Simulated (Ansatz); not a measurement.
# A workflow on C2H8Si (dimethylsilane)

Aim: a series of 18 runs (HF/STO-3G, UHF/STO-3G, HF/3-21G, UHF/3-21G, HF/6-31G*, UHF/6-31G*, B3LYP/6-31G*, PBE/def2-SVP, and more) of C2H8Si. 

The results are computed with Ansatz 0.2.0.

**1. The system as given**

C2H8Si: 11 atoms, total charge 0, spin state singlet. SMILES: `C[SiH2]C`. The shape is that of a PBE0-D4/def2-TZVP optimisation. The run starts from this shape.

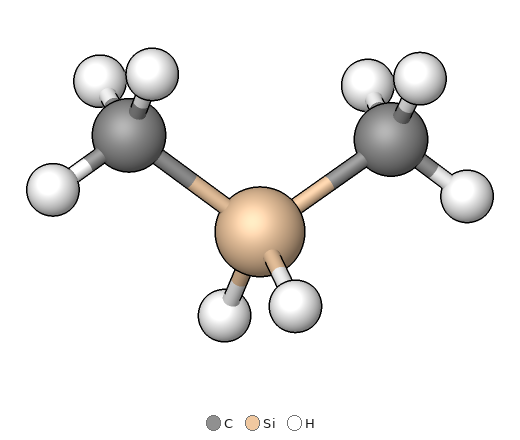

Viewed from a chosen angle; carbon grey, silicon light orange, hydrogen white.

**2. A structure relaxation at HF/STO-3G (run 1)**

in.yaml

```yaml
crystal:
  periodic: [false, false, false]
  atoms:
    - {symbol: C, position_ang: [-1.050200, 0.967200, -0.661200]}
    - {symbol: Si, position_ang: [-0.309200, -0.653200, -0.087600]}
    - {symbol: C, position_ang: [1.346600, -0.392300, 0.745700]}
    - {symbol: H, position_ang: [-2.015800, 0.806900, -1.146100]}
    - {symbol: H, position_ang: [-0.391700, 1.464600, -1.377800]}
    - {symbol: H, position_ang: [-1.204900, 1.644900, 0.182100]}
    - {symbol: H, position_ang: [-0.139900, -1.564200, -1.256100]}
    - {symbol: H, position_ang: [-1.245100, -1.319300, 0.863300]}
    - {symbol: H, position_ang: [2.058200, 0.075200, 0.060400]}
    - {symbol: H, position_ang: [1.772600, -1.342000, 1.077400]}
    - {symbol: H, position_ang: [1.244800, 0.255200, 1.620300]}
basis:
  gaussian:
    orbitals: STO-3G
total_charge: 0
hamiltonian:
  xc: hf
relax:
  f_tol: 0.002
output: {orbitals: {seedname: orbitals}}
```

Started as:

```sh
$ ansatz run in.yaml --threads 1 --pin off --max-ram 3480MiB --events-out events.jsonl --progress --plain --runs-dir runs
```

Standard output:

```text
Warning: RAYON_NUM_THREADS=1 ignored (pool sized by the plan → 1); use --threads N
The last accepted step is kept in runs//last_step.txt (removed where the run ends without a failure and the disk answers)
[... 43 lines left out ...]
Total energy: -9935.06623560 eV, -365.1069499284 hartree
[... 11 lines left out ...]
Dipole moment:     0.005097     0.010478     0.001446 e Å
```

Wall time 3.3 s (1 thread of Arm Neoverse V1, shared host).

The path in brief:

| step | energy from the first frame kept (eV) | largest force (eV/Å) |
| --- | --- | --- |
| 1 | 0.0000 | 1.9731 |
| 2 | -0.1436 | 0.4220 |
| 3 | -0.1456 | 0.0207 |
| 4 | -0.1456 | 0.0071 |
| 5 | -0.1456 | 0.0015 |

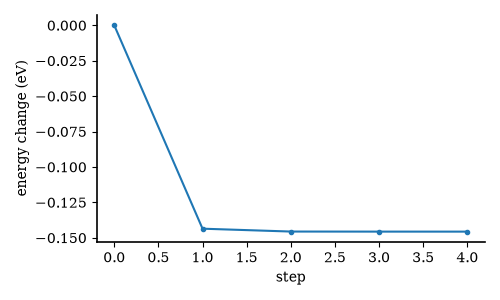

Energy along the run.

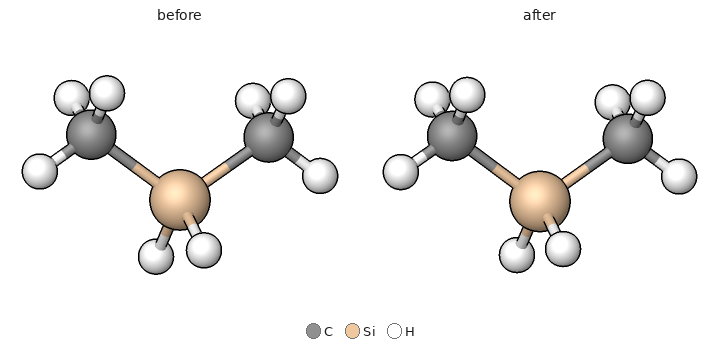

Before and after, at one scale.

After the run. Bond lengths: C1–Si2 1.862 Å, Si2–C3 1.862 Å, C1–H4 1.082 Å, C1–H5 1.082 Å, C1–H6 1.082 Å, Si2–H7 1.424 Å, Si2–H8 1.424 Å, C3–H9 1.082 Å, C3–H10 1.082 Å, C3–H11 1.082 Å. Some angles: C1–Si2–C3 110.8°, C1–Si2–H7 109.4°, C1–Si2–H8 109.4°, C3–Si2–H7 109.4°, C3–Si2–H8 109.4°, Si2–C1–H4 111.2°, Si2–C1–H5 111.4°, Si2–C1–H6 111.4°, Si2–C3–H9 111.4°, Si2–C3–H10 111.2°.

**3. Vibrational wavenumbers at HF/STO-3G (run 2)**

in.yaml

```yaml
crystal:
  periodic: [false, false, false]
  atoms:
    - {symbol: C, position_ang: [-1.043286, 0.952504, -0.655920]}
    - {symbol: Si, position_ang: [-0.314505, -0.664266, -0.089108]}
    - {symbol: C, position_ang: [1.331511, -0.394526, 0.738066]}
    - {symbol: H, position_ang: [-2.000714, 0.802468, -1.137761]}
    - {symbol: H, position_ang: [-0.395404, 1.450586, -1.365405]}
    - {symbol: H, position_ang: [-1.198422, 1.628573, 0.174785]}
    - {symbol: H, position_ang: [-0.145536, -1.526060, -1.209726]}
    - {symbol: H, position_ang: [-1.207146, -1.290857, 0.826098]}
    - {symbol: H, position_ang: [2.040688, 0.068881, 0.064620]}
    - {symbol: H, position_ang: [1.760645, -1.331023, 1.069977]}
    - {symbol: H, position_ang: [1.237569, 0.246722, 1.604775]}
basis:
  gaussian: {orbitals: STO-3G}
hamiltonian: {xc: hf}
phonons: {temperatures: {t_min: 298.15, t_max: 298.15, t_step: 1}}
```

Started as:

```sh
$ ansatz run in.yaml --threads 1 --pin off --max-ram 3480MiB --events-out events.jsonl --progress --plain --runs-dir runs
```

Standard output:

```text
Warning: RAYON_NUM_THREADS=1 ignored (pool sized by the plan → 1); use --threads N
[... 357 lines left out ...]
Total energy: -9935.06623807 eV, -365.1069500192 hartree
[... 11 lines left out ...]
Dipole moment:     0.005097     0.010479     0.001446 e Å
Vibrations: 147.47 160.68 259.92 606.26 801.00 815.00 882.12 911.40 1104.24 1124.57 1138.97 1169.09 1241.64 1680.16 1686.88 1851.52 1853.01 1854.71 1855.18 2878.05 2909.75 3567.76 3567.78 3749.63 3750.32 3750.45 3750.67 cm⁻¹, zero-point energy 3.041843 eV
```

Run time: 22 s. Hardware: 1 thread of Arm Neoverse V1, shared host.

Runs 3 to 13 aren't shown in full; the table further down has their settings and results.

**4. Vibrational wavenumbers at B3LYP/6-31G(d) (Cartesian functions) (run 14)**

in.yaml

```yaml
crystal:
  periodic: [false, false, false]
  atoms:
    - {symbol: C, position_ang: [-1.065185, 0.977413, -0.670212]}
    - {symbol: Si, position_ang: [-0.310041, -0.655080, -0.087835]}
    - {symbol: C, position_ang: [1.362929, -0.399856, 0.755059]}
    - {symbol: H, position_ang: [-2.033460, 0.811955, -1.155970]}
    - {symbol: H, position_ang: [-0.411802, 1.481556, -1.391742]}
    - {symbol: H, position_ang: [-1.226417, 1.662081, 0.170566]}
    - {symbol: H, position_ang: [-0.142546, -1.568886, -1.256218]}
    - {symbol: H, position_ang: [-1.247153, -1.324158, 0.862095]}
    - {symbol: H, position_ang: [2.083632, 0.066156, 0.073081]}
    - {symbol: H, position_ang: [1.786470, -1.354767, 1.086199]}
    - {symbol: H, position_ang: [1.268971, 0.246585, 1.635377]}
basis:
  gaussian: {orbitals: "6-31G*"}
total_charge: 0
hamiltonian: {xc: {name: B3LYP}}
phonons: {temperatures: {t_min: 298.15, t_max: 298.15, t_step: 1}}
```

Started as:

```sh
$ ansatz run in.yaml --threads 1 --pin off --max-ram 3480MiB --events-out events.jsonl --progress --plain --runs-dir runs
```

Standard output:

```text
Warning: RAYON_NUM_THREADS=1 ignored (pool sized by the plan → 1); use --threads N
[... 192 lines left out ...]
Total energy: -10082.85139193 eV, -370.5379542511 hartree
[... 11 lines left out ...]
Dipole moment:     0.073275     0.150707     0.020799 e Å
Vibrations: 150.83 166.36 204.72 462.15 592.58 642.86 655.04 716.37 882.70 905.68 905.99 941.45 968.91 1327.82 1334.34 1490.38 1493.75 1499.79 1503.21 2218.90 2219.73 3046.98 3047.13 3119.72 3121.35 3123.51 3123.63 cm⁻¹, zero-point energy 2.471369 eV
```

Wall time 62 s (1 thread of Arm Neoverse V1, shared host); peak memory 0.12 GiB.

Runs 15 to 17 aren't shown in full; the table further down has their settings and results.

**5. The harmonic vibrations at MP2/6-31G(d) (Cartesian functions) (run 18)**

molecule.yaml

```yaml
crystal:
  periodic: [false, false, false]
  atoms:
    - {symbol: C, position_ang: [-1.055080, 0.970847, -0.664178]}
    - {symbol: Si, position_ang: [-0.314294, -0.663821, -0.089044]}
    - {symbol: C, position_ang: [1.352183, -0.394597, 0.748841]}
    - {symbol: H, position_ang: [-2.022445, 0.820397, -1.151229]}
    - {symbol: H, position_ang: [-0.395292, 1.470251, -1.379525]}
    - {symbol: H, position_ang: [-1.208102, 1.650333, 0.179226]}
    - {symbol: H, position_ang: [-0.143709, -1.572948, -1.258147]}
    - {symbol: H, position_ang: [-1.249764, -1.327900, 0.862956]}
    - {symbol: H, position_ang: [2.064040, 0.075275, 0.064060]}
    - {symbol: H, position_ang: [1.786637, -1.340189, 1.084630]}
    - {symbol: H, position_ang: [1.251227, 0.255353, 1.622809]}
basis:
  gaussian:
    orbitals: "6-31G*"
correlation:
  method: mp2
phonons:
  temperatures: {t_min: 298.15, t_max: 298.15, t_step: 1}
```

Started as:

```sh
$ ansatz run molecule.yaml --threads 1 --pin off --max-ram 3480MiB --events-out events.jsonl --progress --plain --runs-dir runs
```

Standard output:

```text
Warning: RAYON_NUM_THREADS=1 ignored (pool sized by the plan → 1); use --threads N
[... 19 lines left out ...]
7 core orbitals not correlated: weight in the atoms' cores, before any rotation towards them, 1.000 or more for the frozen orbitals, at most 0.000 for the correlated occupied ones
[... 94 lines left out ...]
7 core orbitals not correlated: weight in the atoms' cores, before any rotation towards them, 1.000 or more for the frozen orbitals, at most 0.000 for the correlated occupied ones
[... 93 lines left out ...]
7 core orbitals not correlated: weight in the atoms' cores, before any rotation towards them, 1.000 or more for the frozen orbitals, at most 0.000 for the correlated occupied ones
[... 95 lines left out ...]
Dipole moment:     0.067117     0.138054     0.019049 e Å
[... 1 line left out ...]
Checks for a lower state left out: cluster_reference
```

Run time: 58 s. Hardware: 1 thread of Arm Neoverse V1, shared host; peak memory 0.13 GiB.

**6. Overview of the runs**

| run | level | task | walk f tol | partner | energy (Eh) | dipole moment (D) | wall time |
| --- | --- | --- | --- | --- | --- | --- | --- |
| 1 | HF/STO-3G | optimise | 0.002 | base | -365.106950 | 0.06 | 3.3 s |
| 2 | HF/STO-3G | frequencies | – | base | -365.106950 | 0.06 | 22 s |
| 3 | UHF/STO-3G | energy | – | cation | -364.762330 | – | 0.44 s |
| 4 | UHF/STO-3G | optimise | – | cation | -364.814516 | – | 4.5 s |
| 5 | HF/3-21G | optimise | 0.002 | base | -367.365688 | 0.64 | 3.3 s |
| 6 | HF/3-21G | frequencies | – | base | -367.365688 | 0.64 | 22 s |
| 7 | UHF/3-21G | energy | – | cation | -366.980649 | – | 1.4 s |
| 8 | UHF/3-21G | optimise | – | cation | -367.035121 | – | 7.2 s |
| 9 | HF/6-31G* (Cartesian functions) | optimise | 0.002 | base | -369.319598 | 0.67 | 6.3 s |
| 10 | HF/6-31G* (Cartesian functions) | frequencies | – | base | -369.319598 | 0.67 | 29 s |
| 11 | UHF/6-31G* (Cartesian functions) | energy | – | cation | -368.937885 | – | 2.9 s |
| 12 | UHF/6-31G* (Cartesian functions) | optimise | – | cation | -368.990483 | – | 13 s |
| 13 | B3LYP/6-31G* (Cartesian functions) | optimise | 0.002 | base | -370.537954 | 0.81 | 14 s |
| 14 | B3LYP/6-31G* (Cartesian functions) | frequencies | – | base | -370.537954 | 0.81 | 62 s |
| 15 | PBE/def2-SVP | optimise | 0.002 | base | -370.099835 | 0.82 | 15 s |
| 16 | PBE/def2-SVP | frequencies | – | base | -370.099835 | 0.82 | 49 s |
| 17 | MP2/6-31G* (Cartesian functions) | optimise | 0.002 | base | -369.663942 | 0.74 | 9.6 s |
| 18 | MP2/6-31G* (Cartesian functions) | frequencies | – | base | -369.663942 | 0.74 | 58 s |

**7. Summary of results**

```
                                                                          quantity          value
                                                  run 18, MP2/6-31G*: total energy  -369.66394 Eh
                            run 18, MP2/6-31G*: dipole moment (correlated density)         0.74 D
                   run 18, MP2/6-31G*: correlation energy (7 core orbitals frozen)     -344.6 mEh
                                      run 18, MP2/6-31G*: largest force on an atom     0.001 eV/Å
                                    run 18, MP2/6-31G*: lowest harmonic wavenumber       160 cm⁻¹
                                   run 18, MP2/6-31G*: highest harmonic wavenumber      3203 cm⁻¹
                                             run 18, MP2/6-31G*: zero-point energy   244.7 kJ/mol
                     vertical ionisation energy (to the doublet cation), HF/STO-3G       9.378 eV
                      vertical ionisation energy (to the doublet cation), HF/3-21G      10.477 eV
                     vertical ionisation energy (to the doublet cation), HF/6-31G*      10.387 eV
adiabatic ionisation energy (to the doublet cation, no zero-point term), HF/STO-3G       7.958 eV
 adiabatic ionisation energy (to the doublet cation, no zero-point term), HF/3-21G       8.995 eV
adiabatic ionisation energy (to the doublet cation, no zero-point term), HF/6-31G*       8.956 eV
```

What this shows: At HF/STO-3G: removing an electron at fixed nuclei costs 9.38 eV (905 kJ/mol). In a minimal basis such a difference can be off by several eV, whatever the method. At HF/3-21G: removing an electron at fixed nuclei costs 10.48 eV (1011 kJ/mol). At HF/6-31G*: removing an electron at fixed nuclei costs 10.39 eV (240 kcal/mol). At HF/STO-3G: the adiabatic ionisation energy (to the doublet cation, no zero-point term) is 7.96 eV (768 kJ/mol). At HF/3-21G: the adiabatic ionisation energy (to the doublet cation, no zero-point term) is 9.00 eV (207 kcal/mol). Totals of different functionals can't be ranked against each other. In runs 1, 2, 3, 4 the basis is minimal, so the values are rough. All runs together took 5.4 min, the longest 62 s.
